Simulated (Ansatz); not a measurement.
**Pressure series in GaP**

The reference is GaP in the zinc blende structure (space group F-43m, No. 216; a = 5.506 Å).

Cell and atoms are relaxed at each pressure.

Method: PBE/PAW in Ansatz (an electronic-structure program), scalar-relativistic without spin-orbit coupling.

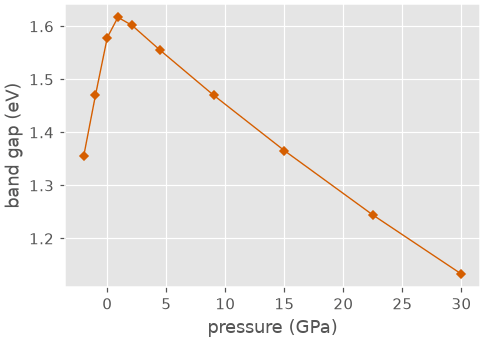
Figure: Band gap against pressure

Q: From the plot, what is the band gap for pressure 4.5 GPa?

A: About 1.55 eV.

Q: Is the trend monotonic over the range shown?

A: No, it turns within the range, spanning 1.13 eV to 1.62 eV.

Load acts through the strain it causes; cell and atoms are relaxed under it. No phonon test of stability was made. Measured, GaP leaves this structure (for a Cmcm phase) near 26 GPa (temperature not stated; as listed in Datta, Sujoy, Jana, Debnarayan, arXiv (2020)).
